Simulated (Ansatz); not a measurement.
# BeIrI6, from a guessed structure to a relaxed one

Starting from a made-up structure for BeIrI6, the aim is the relaxed cell, its shortest contacts and, where a second run follows, its electronic structure.

Method: DFT, PBE, plane-wave PAW, files of the set soft_1, scalar-relativistic, no spin, cell and ions relaxed at zero pressure; PAW set soft_1, in the first sound run; inputs show where later runs differ, in Ansatz 0.2.0.

### 1. Set-up

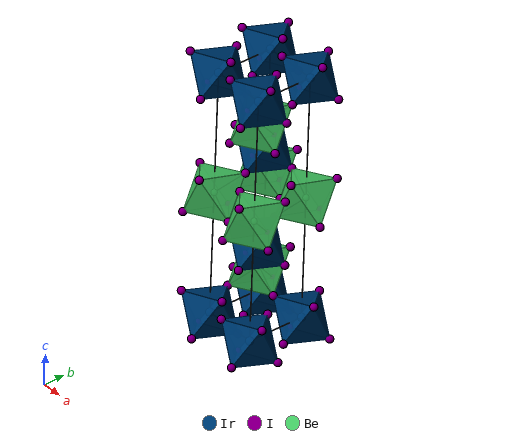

Start, viewed slightly off an axis; iridium blue, iodine purple, beryllium green. This picture shows the conventional cell, with its axes. Some periodic images of atoms are drawn too.

### 2. Relaxing cell and atoms

The guessed cell has no reason to be at equilibrium. It is relaxed with the atoms, within the space group of the guess.

The input, input.yaml:

```yaml
crystal:
  lattice:
    - [3.727, 2.151784453, 6.850333333]
    - [-3.727, 2.151784453, 6.850333333]
    - [0.0, -4.303568907, 6.850333333]
  atoms:
    - { symbol: Ir, position: [0.0, 0.0, 0.0] }
    - { symbol: I, position: [0.7579, 0.3911, 0.0961] }
    - { symbol: I, position: [0.6089, 0.9039, 0.2421] }
    - { symbol: I, position: [0.9039, 0.2421, 0.6089] }
    - { symbol: I, position: [0.2421, 0.6089, 0.9039] }
    - { symbol: I, position: [0.0961, 0.7579, 0.3911] }
    - { symbol: I, position: [0.3911, 0.0961, 0.7579] }
    - { symbol: Be, position: [0.5, 0.5, 0.5] }
kpoints:
  mp_grid: { grid: [5, 5, 5] }
scf:
  occupations: { method: fermi_dirac, width: 0.05 }
hamiltonian:
  xc: pbe
  pseudopotentials: { kind: paw, azcp: { folder: soft_1 } }
relax:
  f_tol: 0.015
  max_steps: 70
  cell: {}
output:
  forces: true
  stress: true
```

Run with:

```
ansatz run input.yaml --threads 4 --pin off --max-ram 10240MiB --backend cpu --events-out ev --progress --plain --runs-dir out
```

Numbers of over 12 decimals in the logs are rounded to 6 here.

Log:

```text
Engine: ansatz 0.2.0, aarch64-unknown-linux-gnu
Pseudopotentials: kind: paw
Pseudopotential: Ir, paw, valence charge 17, recommended cutoff 420 eV (normal), soft_1/Ir.paw.azcp
Pseudopotential: I, paw, valence charge 17, recommended cutoff 420 eV (normal), soft_1/I.paw.azcp
Pseudopotential: Be, paw, valence charge 2, recommended cutoff 420 eV (normal), soft_1/Be.paw.azcp
Functional definition: PBE
  parameter kappa = 0.804
  parameter beta = 0.066725
  exchange = pbe_x(kappa = kappa, mu = beta*pi^2/3)
  correlation = pbe_c(beta = beta)
Crystal: 8 atoms, lattice volume = 329.626 Å³
Basis set: ecut = 420 eV, 6521 PW (Γ), exchange–correlation on 120×120×120 points (8 copies of the dense FFT grid, shifted against one another)
Bands: 73, of which v1, the nominal top of the filled ones, is band 61 counted from 1 (60 counted from 0)
Symmetry: 6 space group operations
Space group: R-3 (ITA 148), of the structure as read, at distance tolerance 6.9e-5 Å
k-points: 23 of 125
Non-local potential: Ir, projectors of the file, l = 0: 3, l = 1: 2, l = 2: 2, l = 3: 1
Non-local potential: I, projectors of the file, l = 0: 2, l = 1: 2, l = 2: 2, l = 3: 1
Non-local potential: Be, projectors of the file, l = 0: 2, l = 1: 2, l = 2: 1
PAW form: soft (Blöchl's): semilocal exchange-correlation on the pseudo side does not see the compensation charge
PAW one-centre angular grid: Ir, 590 points (default); XC on 64 Gauss nodes
PAW one-centre angular grid: I, 590 points (default); XC on 64 Gauss nodes
PAW one-centre angular grid: Be, 110 points (default); XC on 64 Gauss nodes
Initial density: superposition of atomic densities (chi_scale 0.1, normalization cell, long waves kept (reshape's long-wave potential 0.03 eV rms))
Initial wavefunctions: pseudopotential atomic-orbital guess
Functional: x = pbe(κ = 0.804, μ = 0.219515), c = pbe(β = 0.066725)
SCF iter   1: F=—  HF=-57110.177195 eV  |F-HF|=—  |Δ(HF+E_count)|=         —  Δρ=5.73e-2  dr2=3.04e1  ethr=3.10e-3  ⟨swp⟩=8.6  Hψ=7194  notcnv=0  defer=28
preconditioner: auto → LDOS  [metal: Δε(μ)=0.018 eV  Ē_g=8.708 eV  σ=0.050 eV  W_gap=0.09  n_scr=64 (ndim 8)  ℏωp=14.9 eV  f_vac=0.116  D(μ)=12.07/eV (n_scr^D=88)  β→1.0]
SCF iter   2: F=—  HF=-57111.101745 eV  |F-HF|=—  |Δ(HF+E_count)|=   9.25e-1  Δρ=7.99e-2  dr2=6.11e1  ethr=3.10e-3  ⟨swp⟩=4.5  Hψ=3865  notcnv=0  defer=120
SCF iter   3: F=—  HF=-57106.191867 eV  |F-HF|=—  |Δ(HF+E_count)|=    4.91e0  Δρ=1.93e-2  dr2=1.57e0  ethr=3.10e-3  ⟨swp⟩=3.6  Hψ=3660  notcnv=0  defer=112
SCF iter   4: F=—  HF=-57106.100284 eV  |F-HF|=—  |Δ(HF+E_count)|=   9.16e-2  Δρ=6.52e-3  dr2=3.72e-1  ethr=1.30e-3  ⟨swp⟩=3.0  Hψ=3632  notcnv=0  defer=115
SCF iter   5: F=—  HF=-57106.052816 eV  |F-HF|=—  |Δ(HF+E_count)|=   4.75e-2  Δρ=5.81e-3  dr2=2.75e-1  ethr=3.08e-4  ⟨swp⟩=3.0  Hψ=2152  notcnv=0  defer=115
SCF iter   6: F=—  HF=-57106.020485 eV  |F-HF|=—  |Δ(HF+E_count)|=   3.23e-2  Δρ=1.27e-3  dr2=1.10e-2  ethr=2.28e-4  ⟨swp⟩=2.0  Hψ=1725  notcnv=0  defer=115
SCF iter   7: F=—  HF=-57106.018806 eV  |F-HF|=—  |Δ(HF+E_count)|=   1.68e-3  Δρ=4.16e-4  dr2=9.11e-4  ethr=9.11e-6  ⟨swp⟩=2.0  Hψ=1891  notcnv=0  defer=115
SCF iter   8: F=—  HF=-57106.018822 eV  |F-HF|=—  |Δ(HF+E_count)|=   1.57e-5  Δρ=3.35e-4  dr2=5.69e-4  ethr=7.53e-7  ⟨swp⟩=2.0  Hψ=2142  notcnv=0  defer=115
SCF iter   9: F=—  HF=-57106.018694 eV  |F-HF|=—  |Δ(HF+E_count)|=   1.28e-4  Δρ=1.05e-4  dr2=5.87e-5  ethr=4.71e-7  ⟨swp⟩=1.1  Hψ=1567  notcnv=0  defer=115
SCF iter  10: F=—  HF=-57106.018694 eV  |F-HF|=—  |Δ(HF+E_count)|=   2.96e-7  Δρ=1.64e-5  dr2=1.53e-6  ethr=4.85e-8  ⟨swp⟩=2.1  Hψ=1921  notcnv=0  defer=115
SCF iter  11: F=-57106.018694 eV  HF=-57106.018694 eV  |F-HF|=8.86e-9  |Δ(HF+E_count)|=   1.48e-9  Δρ=2.80e-6  dr2=2.97e-8  ethr=8.26e-11  ⟨swp⟩=4.0  Hψ=7044  notcnv=0
SCF 1 converged in 11 iterations: F = -57106.018694 eV  dr2 = 2.97e-8
  greatest PAW one-centre occupation: 1.000 electrons in one spin orbital (limit 2), on the Ir atom at site 0 (counted from 0), in its partial waves of l = 0
relax step   1: F+E_penalty+E_count = -57106.01869379 eV  Δ(F+E_penalty+E_count) = +0.000e0 eV  max|allowed force component| = 5.961e-1 eV/Å  Δτ_max = 0.0000 Å  P = -5.862 GPa  Ω = 329.626 Å³  (11 SCF iters, dr2 threshold 1.00e-7 eV, accepted)
Crystal: 8 atoms, lattice volume = 291.412 Å³
Basis set: ecut = 420 eV, 5709 PW (Γ), exchange–correlation on 120×120×120 points (8 copies of the dense FFT grid, shifted against one another)
Initial density: handed on by an earlier stage of this run
Initial wavefunctions: those handed on with the density
iter 1 solved again at ethr=3.83e-4 eV; its pass at ethr=3.10e-3 eV (dr2=4.63e-1 eV) is discarded
SCF iter   1: F=—  HF=-57107.365645 eV  |F-HF|=—  |Δ(HF+E_count)|=         —  Δρ=7.60e-3  dr2=4.49e-1  ethr=3.83e-4  ⟨swp⟩=4.1  Hψ=7980  notcnv=0
preconditioner: auto → LDOS  [metal: Δε(μ)=0.018 eV  Ē_g=8.919 eV  σ=0.050 eV  W_gap=0.09  n_scr=58 (ndim 8)  ℏωp=15.8 eV  f_vac=0.092  D(μ)=10.32/eV (n_scr^D=70)  β→1.0]
SCF iter   2: F=—  HF=-57107.324747 eV  |F-HF|=—  |Δ(HF+E_count)|=   4.09e-2  Δρ=4.96e-3  dr2=1.34e-1  ethr=3.71e-4  ⟨swp⟩=3.1  Hψ=2102  notcnv=0
SCF iter   3: F=—  HF=-57107.319668 eV  |F-HF|=—  |Δ(HF+E_count)|=   5.08e-3  Δρ=3.07e-3  dr2=6.25e-2  ethr=1.11e-4  ⟨swp⟩=3.0  Hψ=2114  notcnv=0
SCF iter   4: F=—  HF=-57107.311892 eV  |F-HF|=—  |Δ(HF+E_count)|=   7.78e-3  Δρ=1.33e-3  dr2=1.33e-2  ethr=5.16e-5  ⟨swp⟩=2.1  Hψ=1975  notcnv=0
SCF iter   5: F=—  HF=-57107.310951 eV  |F-HF|=—  |Δ(HF+E_count)|=   9.42e-4  Δρ=4.26e-4  dr2=6.76e-4  ethr=1.10e-5  ⟨swp⟩=2.0  Hψ=1905  notcnv=0
SCF iter   6: F=—  HF=-57107.310890 eV  |F-HF|=—  |Δ(HF+E_count)|=   6.11e-5  Δρ=1.04e-4  dr2=4.38e-5  ethr=5.59e-7  ⟨swp⟩=2.0  Hψ=2989  notcnv=0
SCF iter   7: F=—  HF=-57107.310902 eV  |F-HF|=—  |Δ(HF+E_count)|=   1.26e-5  Δρ=3.10e-5  dr2=3.87e-6  ethr=3.62e-8  ⟨swp⟩=2.0  Hψ=2173  notcnv=0
SCF iter   8: F=-57107.310903 eV  HF=-57107.310903 eV  |F-HF|=9.01e-9  |Δ(HF+E_count)|=   8.82e-7  Δρ=8.35e-6  dr2=2.04e-7  ethr=6.61e-10  ⟨swp⟩=5.0  Hψ=6168  notcnv=0
SCF 2 converged in 8 iterations: F = -57107.310903 eV  dr2 = 2.04e-7
relax step   2: F+E_penalty+E_count = -57107.31090323 eV  Δ(F+E_penalty+E_count) = -1.292e0 eV  max|allowed force component| = 1.258e-1 eV/Å  Δτ_max = 0.0626 Å  P = -3.278 GPa  Ω = 291.412 Å³  energy of the carried Pulay correction = +2.875e-3 eV  (8 SCF iters, dr2 threshold 8.00e-7 eV, accepted)
Crystal: 8 atoms, lattice volume = 260.121 Å³
Basis set: ecut = 420 eV, 5091 PW (Γ), exchange–correlation on 120×120×120 points (8 copies of the dense FFT grid, shifted against one another)
[...]
SCF iter   6: F=—  HF=-57107.813663 eV  |F-HF|=—  |Δ(HF+E_count)|=   1.24e-5  Δρ=9.52e-5  dr2=2.25e-5  ethr=1.29e-6  ⟨swp⟩=2.0  Hψ=2067  notcnv=0  defer=11
SCF iter   7: F=—  HF=-57107.813694 eV  |F-HF|=—  |Δ(HF+E_count)|=   3.08e-5  Δρ=2.69e-5  dr2=2.83e-6  ethr=1.86e-8  ⟨swp⟩=2.0  Hψ=2224  notcnv=0  defer=11
SCF iter   8: F=-57107.813694 eV  HF=-57107.813694 eV  |F-HF|=1.35e-7  |Δ(HF+E_count)|=   2.84e-7  Δρ=8.98e-6  dr2=3.26e-7  ethr=6.61e-10  ⟨swp⟩=5.0  Hψ=5440  notcnv=0
SCF 3 converged in 8 iterations: F = -57107.813694 eV  dr2 = 3.26e-7
relax step   3: F+E_penalty+E_count = -57107.81369375 eV  Δ(F+E_penalty+E_count) = -5.028e-1 eV  max|allowed force component| = 1.444e-1 eV/Å  Δτ_max = 0.0652 Å  P = -0.710 GPa  Ω = 260.121 Å³  energy of the carried Pulay correction = +5.508e-3 eV  (8 SCF iters, dr2 threshold 8.00e-7 eV, accepted)
[...]
relax step   4: F+E_penalty+E_count = -57107.82268751 eV  Δ(F+E_penalty+E_count) = -8.994e-3 eV  max|allowed force component| = 2.110e-1 eV/Å  Δτ_max = 0.1724 Å  P = +0.864 GPa  Ω = 238.409 Å³  energy of the carried Pulay correction = +7.506e-3 eV  (8 SCF iters, dr2 threshold 8.00e-7 eV, accepted)
[...]
relax step   5: F+E_penalty+E_count = -57107.88841248 eV  Δ(F+E_penalty+E_count) = -6.572e-2 eV  max|allowed force component| = 7.691e-2 eV/Å  Δτ_max = 0.1053 Å  P = -0.036 GPa  Ω = 247.216 Å³  energy of the carried Pulay correction = +6.678e-3 eV  (8 SCF iters, dr2 threshold 8.00e-7 eV, accepted)
[...]
relax step   6: F+E_penalty+E_count = -57107.89668744 eV  Δ(F+E_penalty+E_count) = -8.275e-3 eV  max|allowed force component| = 1.538e-2 eV/Å  Δτ_max = 0.0361 Å  P = +0.014 GPa  Ω = 246.471 Å³  energy of the carried Pulay correction = +6.747e-3 eV  (7 SCF iters, dr2 threshold 3.70e-7 eV, accepted)
[...]
relax step   7: F+E_penalty+E_count = -57107.89702893 eV  Δ(F+E_penalty+E_count) = -3.415e-4 eV  max|allowed force component| = 2.754e-4 eV/Å  Δτ_max = 0.0059 Å  P = +0.005 GPa  Ω = 246.508 Å³  energy of the carried Pulay correction = +6.743e-3 eV  (7 SCF iters, dr2 threshold 1.48e-8 eV, accepted)
Basis set: ecut = 420 eV, 4833 PW (Γ), exchange–correlation on 100×100×100 points (8 copies of the dense FFT grid, shifted against one another)
Initial wavefunctions: pseudopotential atomic-orbital guess (no wavefunctions were taken with the density)
iter 1 solved again at ethr=1.40e-5 eV; its pass at ethr=3.10e-3 eV (dr2=1.70e-2 eV) is discarded
SCF iter   1: F=—  HF=-57107.890981 eV  |F-HF|=—  |Δ(HF+E_count)|=         —  Δρ=2.42e-4  dr2=3.09e-5  ethr=1.40e-5  ⟨swp⟩=4.1  Hψ=10166  notcnv=0
eigensolver tolerance schedule: the retry pair's looser diagonalisation over-reported the residual by 547.50 of it (diagonalisation noise at an unbounded share of the residual, at the tolerance the schedule requests for it); recorded, not acted on — ethr = c·dr2/N_el stays at c = 1.0e-1
preconditioner: auto → LDOS  [metal: Δε(μ)=0.024 eV  Ē_g=9.398 eV  σ=0.050 eV  W_gap=0.12  n_scr=58 (ndim 8)  ℏωp=17.2 eV  f_vac=0.037  D(μ)=7.90/eV (n_scr^D=58)  β→1.0]
SCF iter   2: F=—  HF=-57107.891087 eV  |F-HF|=—  |Δ(HF+E_count)|=   1.06e-4  Δρ=7.75e-5  dr2=1.46e-5  ethr=2.56e-8  ⟨swp⟩=3.0  Hψ=3318  notcnv=0
SCF iter   3: F=—  HF=-57107.891093 eV  |F-HF|=—  |Δ(HF+E_count)|=   5.86e-6  Δρ=2.08e-5  dr2=8.06e-7  ethr=1.20e-8  ⟨swp⟩=2.0  Hψ=3057  notcnv=0
SCF iter   4: F=—  HF=-57107.890997 eV  |F-HF|=—  |Δ(HF+E_count)|=   9.58e-5  Δρ=4.06e-6  dr2=5.04e-8  ethr=6.66e-10  ⟨swp⟩=2.0  Hψ=2988  notcnv=0
SCF iter   5: F=—  HF=-57107.890997 eV  |F-HF|=—  |Δ(HF+E_count)|=   7.18e-9  Δρ=1.52e-6  dr2=8.18e-9  ethr=4.17e-11  ⟨swp⟩=3.0  Hψ=3055  notcnv=0
SCF iter   6: F=—  HF=-57107.890997 eV  |F-HF|=—  |Δ(HF+E_count)|=  5.89e-10  Δρ=8.34e-7  dr2=3.73e-9  ethr=6.76e-12  ⟨swp⟩=2.1  Hψ=2158  notcnv=0
SCF iter   7: F=—  HF=-57107.890997 eV  |F-HF|=—  |Δ(HF+E_count)|=  1.02e-10  Δρ=6.02e-7  dr2=1.73e-9  ethr=3.08e-12  ⟨swp⟩=1.1  Hψ=1682  notcnv=0
SCF iter   8: F=—  HF=-57107.890997 eV  |F-HF|=—  |Δ(HF+E_count)|=  5.82e-11  Δρ=2.12e-7  dr2=2.21e-10  ethr=1.43e-12  ⟨swp⟩=1.3  Hψ=1687  notcnv=0
SCF iter   9: F=-57107.890997 eV  HF=-57107.890997 eV  |F-HF|=7.28e-12  |Δ(HF+E_count)|=  5.82e-11  Δρ=3.30e-8  dr2=4.89e-12  ethr=1.00e-12  ⟨swp⟩=4.8  Hψ=5248  notcnv=0
SCF 8 converged in 9 iterations: F = -57107.890997 eV  dr2 = 4.89e-12
relax step   8: F+E_penalty+E_count = -57107.89099705 eV  Δ(F+E_penalty+E_count) = +6.032e-3 eV  max|allowed force component| = 5.492e-4 eV/Å  Δτ_max = 0.0000 Å  P = -0.002 GPa  Ω = 246.508 Å³  stress off target by 1.02e-2 GPa  SCF on the basis re-selected at this cell (its energy is not comparable with the rows above)  (9 SCF iters)
basis re-selected at this cell: Δ(F+E_penalty+E_count) = +6.032e-3 eV, ΔP = -0.006 GPa vs the last step (what re-selecting the basis moved, of the pressure what is left beyond the Pulay correction that the steps carried, after the strain that the cell walked since its last selection, with what the two solves' SCF thresholds leave and, on support functions, any second-order correction that the steps lacked; it is no measure of the basis error at this ecutwfc). The dense FFT grid was sized anew with the basis: this SCF ran on 50×50×50 points, the steps before it on 60×60×60, so part of this shift can come from that change (see relax.cell in the input reference). [rest of the remark cut]
SCF converged after 9 iterations
Free energy (F): -57107.890997 eV
Harris-Foulkes:  -57107.890997 eV  (|F-HF|=7.28e-12)
Internal energy: -57107.831122 eV  (E = F + TS)
E sigma→0 (E₀):  -57107.861059 eV
Entropy (-TS):   -0.059875 eV (-7.484 meV/atom)
Fermi energy:    7.956218 eV
--- Per-component energies (eV) ---
  E_band       = -2457.794410
  E_kinetic    = 1512.403081
  E_local      = -14842.967425  (includes V_loc(G=0)·N_el)
  E_nonlocal   = 878.861816
  E_hartree    = 6587.211521
  E_xc         = -896.318113
  E_vxc        = -941.265405  (∫ρ·V_xc dr)
  E_paw        = -38018.308610  (= ΣΔE_a)
  E_vpaw       = -2239.234945  (= ΣTr[D̂ρ^β])
  E_aug_tail   = -0.014544  (compensation charges beyond the density's cutoff)
  E_ewald      = -12328.698847
  E_smearing   = -0.059875  (= −TS)
  E_closure    = -0.000000  (closes the sum)
  Σ components = -57107.890997   (vs F -57107.890997, Δ=0.00e0)
--- Forces (eV/Å), atoms counted from 1 ---
  atom   1  Ir     0.00000000     0.00000000     0.00000000
  atom   2  I     -0.00050995     0.00021520     0.00017238
  atom   3  I     -0.00044135    -0.00033403    -0.00017238
  atom   4  I     -0.00006860     0.00054923    -0.00017238
  atom   5  I      0.00050995    -0.00021520    -0.00017238
  atom   6  I      0.00006860    -0.00054923     0.00017238
  atom   7  I      0.00044135     0.00033403     0.00017238
  atom   8  Be     0.00000000     0.00000000     0.00000000
  max |Σ_I F_I| component: 9.27e-18 eV/Å
--- Stress (GPa, compression-positive) ---
        0.002415      -0.000000      -0.000000
        0.000000       0.002415       0.000000
       -0.000000       0.000000      -0.010241
  P = ⅓ Tr σ = -0.0018 GPa (-0.018 kbar)
--- Relaxed structure (7 steps of the walk, 7 accepted, 1 SCFs on fresh bases) ---
  F+E_penalty+E_count = -57107.89099705 eV   max|allowed force component| = 5.492e-4 eV/Å   (the final SCF, on the basis selected at the relaxed cell)
  cell:  # Å, volume = 246.5080 Å³
    - [3.438886, 1.985442, 6.017345]
    - [-3.438886, 1.985442, 6.017345]
    - [-4.086817497679197e-18, -3.970884, 6.017345]
  atoms:
    - { symbol: Ir, position: [0, -5.892818945874045e-19, 2.9924561921438544e-19] }
    - { symbol: I, position: [0.753169, 0.405412, 0.094655] }
    - { symbol: I, position: [0.594588, 0.905345, 0.246831] }
    - { symbol: I, position: [0.905345, 0.246831, 0.594588] }
    - { symbol: I, position: [0.246831, 0.594588, 0.905345] }
    - { symbol: I, position: [0.094655, 0.753169, 0.405412] }
    - { symbol: I, position: [0.405412, 0.094655, 0.753169] }
    - { symbol: Be, position: [0.5, 0.5, 0.5] }
```

Wall time 49 s (4 threads of Arm Neoverse V2, shared host); peak memory 1.1 GiB.

Relaxation path:

```tsv
step	energy less that of the first step (eV)	largest force component (eV/Å)	pressure (GPa)	volume (Å³)
1	0.0000	0.5961	-5.86	329.63
2	-1.2922	0.1258	-3.28	291.41
3	-1.7950	0.1444	-0.71	260.12
4	-1.8040	0.2110	0.86	238.41
5	-1.8697	0.0769	-0.04	247.22
6	-1.8780	0.0154	0.01	246.47
7	-1.8783	0.0003	0.00	246.51
8*	-1.8723	0.0005	0.00	246.51
```

Relaxation steps marked * repeat the geometry before them on a plane-wave basis chosen anew for their cell, so energy and pressure can jump there.

Forces are held to the 6 operations that the run works with; a distortion that breaks them can't arise in this run.

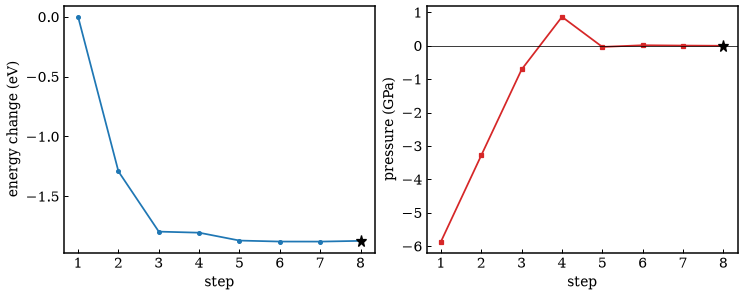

Energy and pressure along the relaxation. Stars mark steps on a basis chosen anew.

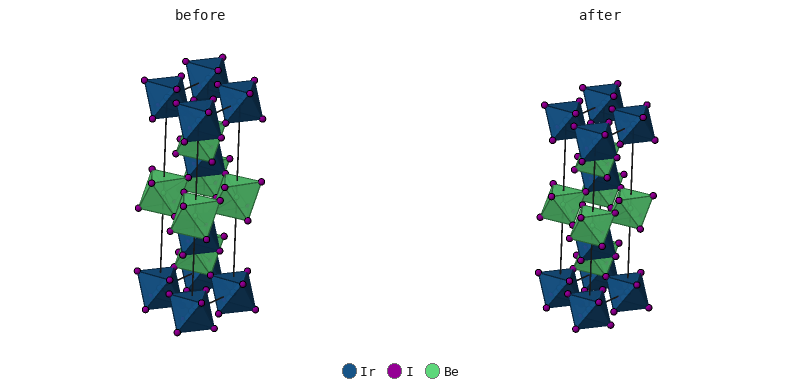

The structure before and after the relaxation, drawn at the same scale.

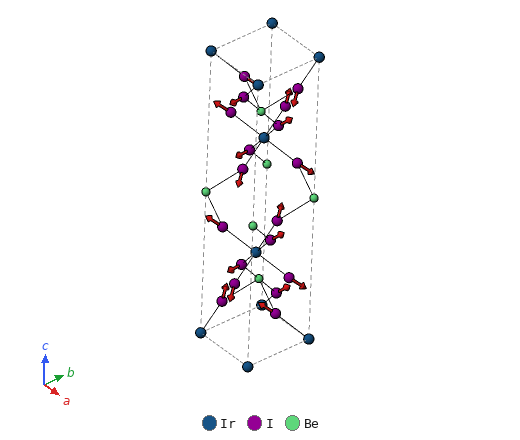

Displacements in the relaxation, exaggerated, measured against the changing cell; the longest in the cell stands for 0.09 Å. Bonds to atoms that aren't drawn are left out. Some periodic images of atoms are drawn too.

```tsv
cell as run	before	after	change
a (Å)	8.090	7.209	-10.9 %
b (Å)	8.090	7.209	-10.9 %
c (Å)	8.090	7.209	-10.9 %
α (°)	54.86	56.98	+3.9 %
β (°)	54.86	56.98	+3.9 %
γ (°)	54.86	56.98	+3.9 %
volume (Å³/atom)	41.20	30.81	-25.2 %
```

The atoms that moved most (Å, as changes of fractional coordinates times the final cell):

```tsv
atom	dx	dy	dz	length
I7	0.054	0.044	0.049	0.085
I3	-0.054	-0.044	-0.049	0.085
I6	0.011	-0.069	0.049	0.085
I2	-0.065	0.025	0.049	0.085
I4	-0.011	0.069	-0.049	0.085
I5	0.065	-0.025	-0.049	0.085
```

Numbers from this step:

- free energy: -57107.8910 eV
- energy at zero smearing: -57107.8611 eV
- smearing term TS: 0.05988 eV
- Fermi energy: 7.956 eV
- electrons: 121
- symmetry operations: 6
- pressure: -0.001804 GPa

The shortest distance of each pair, which need not be the same contact before and after:

```tsv
pair	guess (Å)	relaxed (Å)
Be–I	3.026	2.709
I–Ir	2.898	2.712
I–I	4.091	3.735
Be–Ir	5.500	4.982
```

The relaxation ends with a largest force component of 5.5e-4 eV/Å and a pressure of 0.00 GPa.

(Part 1 of 2 ends here.)

[Logs are printed without paths, hosts, clocks, repeated set-up lines and the standing remarks that a program may print on its own settings, such as how far it seeks lower states.]

[Hosts, paths, dates, database ids (printed as entryN), source tags and the programs' standing remarks are cut or masked in the printed files.]
